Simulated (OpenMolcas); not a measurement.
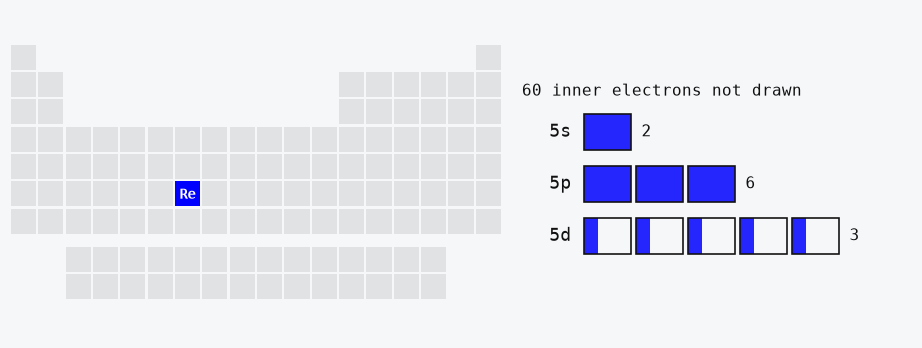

Fig. 1: Left, the place of rhenium in the periodic table; right, the outer shells of the leading configuration of the lowest level: a box for each of the 2l + 1 orbitals, shaded by the share of the shell that is filled, with the electron count at the right.

**Multiconfigurational calculation, with input and output: Re⁴⁺ complex**

- system: Re⁴⁺ with 6 ligands (S; octahedron, 2.41 Å), neutralised by 6 outer point charges of +1.3 e, whose field is part of the energies.
- method: state-averaged SS-CASPT2, IPEA shift 0.25, imaginary shift 0.1 hartree, closed shells 5s 5p of the metal and the valence shells of the ligands correlated, active space 3 electrons in the shell 5d, basis ANO-RCC-VDZP on the metal and ANO-RCC-VDZP on the ligands, DKH2 scalar Hamiltonian, spin-orbit coupling by RASSI with atomic mean-field integrals (OpenMolcas)

**The input**
```
&GATEWAY
Coord
7

Re 0.0 0.0 0.0
S 2.410000 0.000000 0.000000
S 0.000000 2.410000 0.000000
S -2.410000 0.000000 0.000000
S 0.000000 -2.410000 0.000000
S 0.000000 0.000000 2.410000
S 0.000000 0.000000 -2.410000
Basis=Re.ANO-RCC-VDZP,S.ANO-RCC-VDZP
Group=XYZ
NoMove
AngMom=0.0 0.0 0.0
AMFI
RICD
XField
3 Angstrom 0
5.210000 0.000000 0.000000 1.333333
0.000000 5.210000 0.000000 1.333333
0.000000 0.000000 5.210000 1.333333
&SEWARD
&RASSCF
FileOrb=start.orb
Symmetry=1
Spin=4
nActEl=3 0 0
Inactive=42 46
Ras2=5 0
CIRoot=10 10 1
SDav=10
CIMx=300
Iter=150 100
PrWF=0.3
OrbListing=Nothing
MaxOrb=0
LevShft=1.0
>>> COPY $Project.JobIph JOB001
&RASSCF
FileOrb=start.orb
Symmetry=1
Spin=2
nActEl=3 0 0
Inactive=42 46
Ras2=5 0
CIRoot=40 40 1
SDav=40
CIMx=300
Iter=150 100
PrWF=0.3
OrbListing=Nothing
MaxOrb=0
LevShft=1.0
>>> COPY $Project.JobIph JOB002
&RASSI
NrOfJobIphs=2 10 40
1 2 3 4 5 6 7 8 9 10
1 2 3 4 5 6 7 8 9 10 11 12 13 14 15 16 17 18 19 20 21 22 23 24 25 26 27
28 29 30 31 32 33 34 35 36 37 38 39 40
IphNames
JOB001
JOB002
EJob
SpinOrbit
DIPRint=1.0
SOCoupling=1000.0
Subsets=2
Property=9
'ANGMOM' 1 'ANGMOM' 2 'ANGMOM' 3 'MLTPL  1' 1 'MLTPL  1' 2 'MLTPL  1' 3
'AMFI' 1 'AMFI' 2 'AMFI' 3
SOProperty=3
'ANGMOM' 1 'ANGMOM' 2 'ANGMOM' 3
>>> COPY JOB001 $Project.JobIph
&CASPT2
Multistate=10 1 2 3 4 5 6 7 8 9 10
NoMult
Frozen=29 31
IPEA=0.25
Imaginary=0.1
MaxIter=60
WThr=0.0 0.3 0.05
PrWF=0.5
NoMix
>>> COPY JOB002 $Project.JobIph
&CASPT2
Multistate=40 1 2 3 4 5 6 7 8 9 10 11 12 13 14 15 16 17 18 19 20 21 22
23 24 25 26 27 28 29 30 31 32 33 34 35 36 37 38 39 40
NoMult
Frozen=29 31
IPEA=0.25
Imaginary=0.1
MaxIter=60
WThr=0.0 0.3 0.05
PrWF=0.5
NoMix
```

The file start.orb holds starting orbitals from an earlier step. A driver script formed the levels outside the program, from RASSI's spin-orbit matrix and the CASPT2 energies (for multi-state variants, the effective Hamiltonian), averaged over the components of each term or state. The log and the time are those of the CASPT2 step.

Run as:
```bash
OMP_NUM_THREADS=1 MOLCAS_MEM=2457 MOLCAS_PROJECT=a pymolcas a.inp > a.log  # once for each step of the input, in one work folder
```

**Log (extracts)**
```
--- CASPT2 ---
Orbital specifications:
      -----------------------

      Symmetry species                           1   2
                                                ag  au
      Frozen orbitals                           29  31
      Inactive orbitals                         13  15
      Active orbitals                            5   0
      Secondary orbitals                        43  40
      Deleted orbitals                           0   0
      Number of basis functions                 90  86
Type of calculation                        SS-CASPT2
      Fock operator                              state-specific
      IPEA shift                                 0.25
      Real shift                                 0.00
      Imaginary shift                            0.10
      The input orbitals will be transformed to quasi-canonical
Reference energy:      -19071.7721980977
      E2 (Non-variational):      -1.3251773020
      Shift correction:          -0.0041531158
      E2 (Variational):          -1.3293304177
      Total energy:          -19073.1015285154
      Residual norm:              0.0000002011
      Reference weight:           0.60147
      Contributions to the CASPT2 correlation energy
      Active & Virtual Only:         -0.0083853006
      One Inactive Excited:          -0.1646379982
      Two Inactive Excited:          -1.1521540032
Reference energy:      -19071.7035342311
      E2 (Non-variational):      -1.3290957644
      Shift correction:          -0.0043248691
      E2 (Variational):          -1.3334206335
      Total energy:          -19073.0369548646
      Residual norm:              0.0000003893
      Reference weight:           0.59600
      Contributions to the CASPT2 correlation energy
      Active & Virtual Only:         -0.0080532421
      One Inactive Excited:          -0.1675706814
      Two Inactive Excited:          -1.1534718408
::    CASPT2 Root  1     Total energy: -19073.10152852
::    CASPT2 Root  2     Total energy: -19073.03695486
::    CASPT2 Root  3     Total energy: -19073.03686481
::    CASPT2 Root  4     Total energy: -19073.03695792
::    CASPT2 Root  5     Total energy: -19073.02072127
::    CASPT2 Root  6     Total energy: -19073.02075593
::    CASPT2 Root  7     Total energy: -19073.02072214
::    CASPT2 Root  8     Total energy: -19072.96305404
::    CASPT2 Root  9     Total energy: -19072.96291983
::    CASPT2 Root 10     Total energy: -19072.96291118
--- CASPT2 ---
Orbital specifications:
      -----------------------

      Symmetry species                           1   2
                                                ag  au
      Frozen orbitals                           29  31
      Inactive orbitals                         13  15
      Active orbitals                            5   0
      Secondary orbitals                        43  40
      Deleted orbitals                           0   0
      Number of basis functions                 90  86
Type of calculation                        SS-CASPT2
      Fock operator                              state-specific
      IPEA shift                                 0.25
      Real shift                                 0.00
      Imaginary shift                            0.10
      The input orbitals will be transformed to quasi-canonical
Reference energy:      -19071.7217608514
      E2 (Non-variational):      -1.3405261534
      Shift correction:          -0.0042756260
      E2 (Variational):          -1.3448017794
      Total energy:          -19073.0665626308
      Residual norm:              0.0000008170
      Reference weight:           0.59722
      Contributions to the CASPT2 correlation energy
      Active & Virtual Only:         -0.0111260354
      One Inactive Excited:          -0.1674737462
      Two Inactive Excited:          -1.1619263718
Reference energy:      -19071.7217608514
      E2 (Non-variational):      -1.3403941168
      Shift correction:          -0.0042794483
      E2 (Variational):          -1.3446735651
      Total energy:          -19073.0664344166
      Residual norm:              0.0000008186
      Reference weight:           0.59723
      Contributions to the CASPT2 correlation energy
      Active & Virtual Only:         -0.0111364842
      One Inactive Excited:          -0.1673327642
      Two Inactive Excited:          -1.1619248684
::    CASPT2 Root  1     Total energy: -19073.06656263
::    CASPT2 Root  2     Total energy: -19073.06643442
::    CASPT2 Root  3     Total energy: -19073.06707838
::    CASPT2 Root  4     Total energy: -19073.06715636
::    CASPT2 Root  5     Total energy: -19073.06673937
::    CASPT2 Root  6     Total energy: -19073.04658595
::    CASPT2 Root  7     Total energy: -19073.04625108
::    CASPT2 Root  8     Total energy: -19073.04660330
::    CASPT2 Root  9     Total energy: -19073.01778989
::    CASPT2 Root 10     Total energy: -19073.01793597
::    CASPT2 Root 11     Total energy: -19073.01777930
::    CASPT2 Root 12     Total energy: -19073.01787946
::    CASPT2 Root 13     Total energy: -19073.01156187
::    CASPT2 Root 14     Total energy: -19073.01180899
::    CASPT2 Root 15     Total energy: -19073.01141605
::    CASPT2 Root 16     Total energy: -19073.00731213
::    CASPT2 Root 17     Total energy: -19073.00757481
::    CASPT2 Root 18     Total energy: -19073.00643061
::    CASPT2 Root 19     Total energy: -19073.00644440
::    CASPT2 Root 20     Total energy: -19073.00647573
::    CASPT2 Root 21     Total energy: -19072.99049052
::    CASPT2 Root 22     Total energy: -19072.99058999
::    CASPT2 Root 23     Total energy: -19072.99040911
::    CASPT2 Root 24     Total energy: -19072.98840262
::    CASPT2 Root 25     Total energy: -19072.95478491
::    CASPT2 Root 26     Total energy: -19072.95481113
::    CASPT2 Root 27     Total energy: -19072.95474317
::    CASPT2 Root 28     Total energy: -19072.95702062
::    CASPT2 Root 29     Total energy: -19072.95790968
::    CASPT2 Root 30     Total energy: -19072.95791289
```

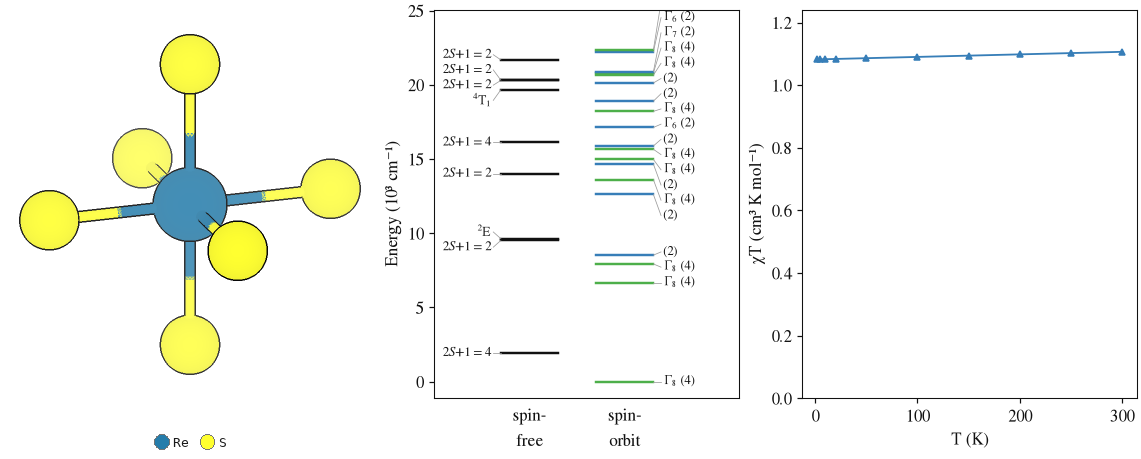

Fig. 2: Re⁴⁺ (5d³) with 6 ligands, S²⁻, at 2.41 Å (arrangement: octahedron, Oh), neutralised by outer point charges of +1.3 e, and its levels and susceptibility. Labels give the representation in O, Td, D4 or D3 as the site allows (double group for half-integer spin) where it could be assigned and, in brackets, the degeneracy; spin-free states, where drawn, share the zero of the spin-orbit levels. Powder susceptibility by Van Vleck's formula. The ground level is Γ₈, 4-fold degenerate, 90 % from states of spin multiplicity 4. The next level lies at 6,660 cm⁻¹ (Γ₈). χT is 1.08 cm³ K mol⁻¹ at 2 K and 1.11 at 300 K, an effective moment of 2.98 μB.

**Summary**

- outcome: converged
- energy of the lowest spin-free term: −19073.10153 hartree
- energy of the lowest spin-orbit level: −19073.11038 hartree
- CASPT2 correlation energy: −1.3293 hartree
- largest spread among components of a term: 195.8 cm⁻¹
- lowest reference weight: 0.574
- hardware: 1 thread of Intel Xeon @ 2.50GHz (Skylake/Cascade Lake), 16 GiB of memory available, shared host
- wall time: 11 min
- peak memory: 0.6 GiB

**Remarks**

The components of ² (unassigned), which symmetry makes degenerate, are split by 196 cm⁻¹ in CASPT2, and those of 4 more by over 50 cm⁻¹. This is an artefact; the levels of such states rest on averages and are uncertain by about as much. Caveats: covalent bonds, ligand orbitals missing from the active space; bare point charges leave oxide and sulfide ligands too diffuse, field too small; distances are set from ionic radii, not optimised.
